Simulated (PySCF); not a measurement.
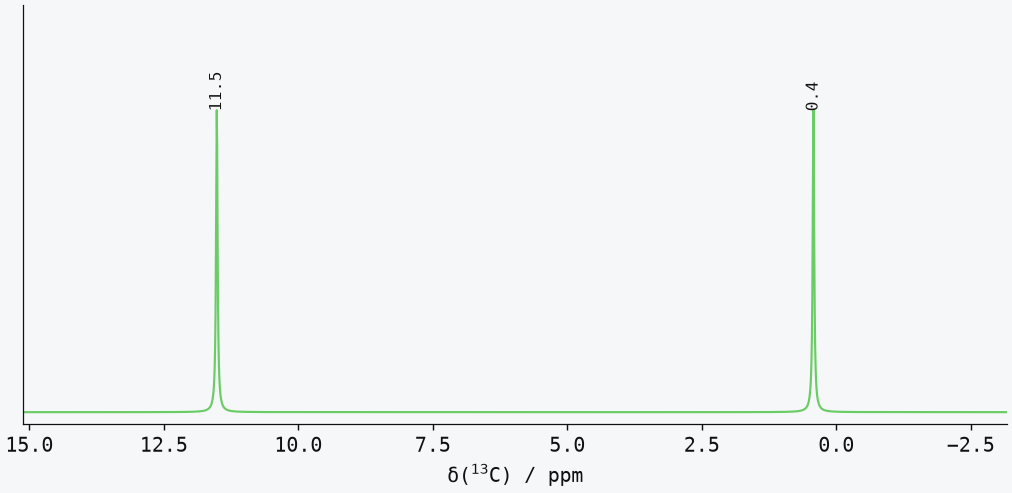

GIAO shifts, HF/pcSseg-1 with PySCF 2.14.0, at a PBE0-D3(BJ)/def2-SVP geometry (no frequency check), against TMS for ¹³C computed at the same level. Gas phase, fully decoupled, line heights follow the number of nuclei, widths are arbitrary (no quadrupolar broadening); values of one conformer, averaged over nuclei that symmetry or rotation about single bonds exchange, these motions taken as fast; other conformers aren't averaged in.

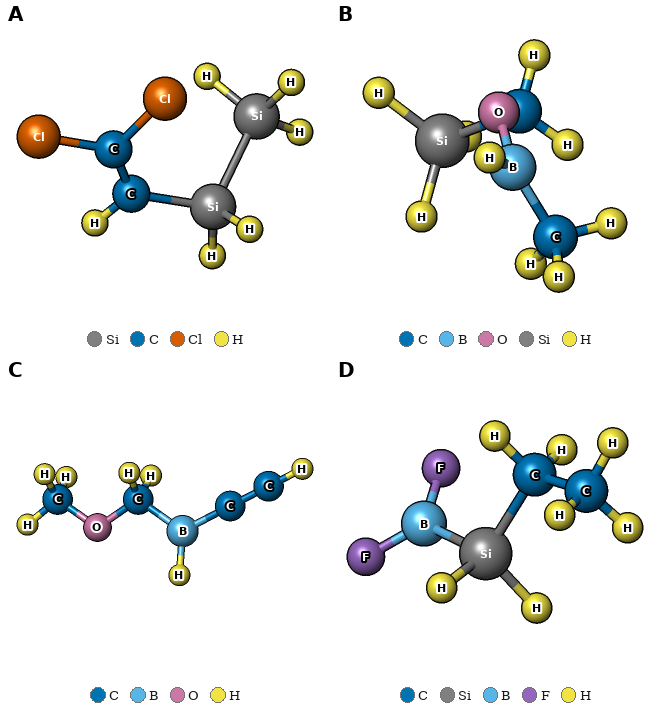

Which molecule was computed? The candidates are drawn in the second picture.

Structure D, C₂H₇BF₂Si, SMILES CC[SiH2]B(F)F. Its ¹³C signals: 11.5 (1 C), 0.4 (1 C) ppm.
